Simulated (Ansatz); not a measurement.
A computed series for Yb: pressure series

The parent structure is Yb in the fcc (Cu type) structure (space group Fm-3m, No. 225).

```
CELL_PARAMETERS angstrom
      0.00000     2.53409     2.53409
      2.53409     0.00000     2.53409
      2.53409     2.53409     0.00000
ATOMIC_POSITIONS crystal
  Yb 0.00000 0.00000 0.00000
```

Cell and atoms are relaxed at each pressure.

Method: plane-wave PAW DFT at the PBEsol level (Ansatz, a first-principles code, 420 eV), no SOC.

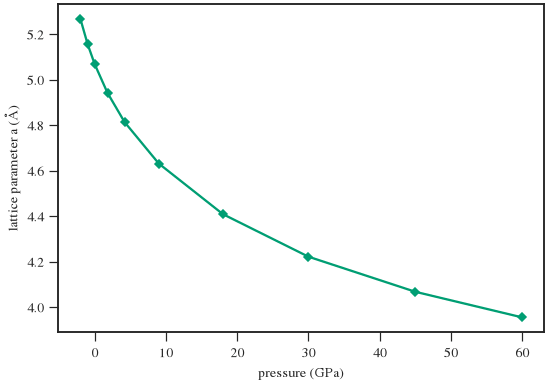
Lattice parameter a against pressure

```tsv
pressure (GPa)	lattice parameter a
-2	5.267 Å
-1	5.157 Å
1.8	4.942 Å
4.2	4.813 Å
9	4.631 Å
18	4.409 Å
30	4.222 Å
45	4.067 Å
60	3.955 Å
```

The state of the 4f shell was not checked for lower solutions. Load acts through the strain it causes; cell and atoms are relaxed under it. No phonon test of stability was made. No other phases were tried under pressure. Seeded moments were not kept for the base. All final runs are without spin polarisation.
